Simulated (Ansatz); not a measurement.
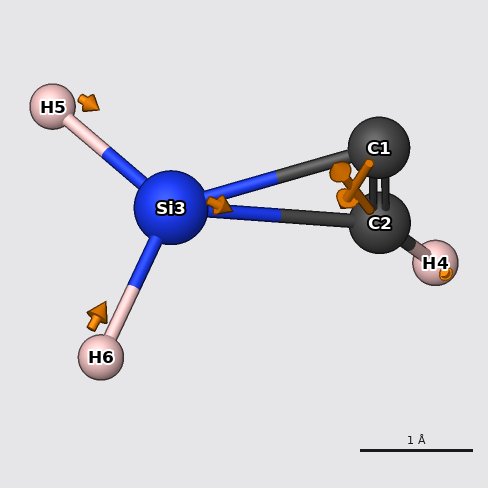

Arrows show the forces on the atoms, 0.2 Å of arrow for 1 eV/Å; forces under a tenth of the largest aren't drawn. State: neutral, doublet. Level of theory: r2SCAN-D4/def2-TZVPP (Ansatz 0.2.0).

**On which atom is the force largest, and how large is it?**

On C2: 4.91 eV/Å.

**Along which bond is the force strongest?**

C1–C2, now 1.352 Å: the forces pull its atoms together, so a first step downhill shortens it.

List the force components in the frame of the picture (x right, y up, z towards the viewer), in eV/Å.

```tsv
atom	Fx	Fy	Fz
C1	−1.31	−2.09	−3.10
C2	−1.65	2.15	4.09
Si3	1.13	−0.51	−0.52
H4	0.26	−0.27	−0.53
H5	0.88	−0.56	0.48
H6	0.69	1.29	−0.41
```
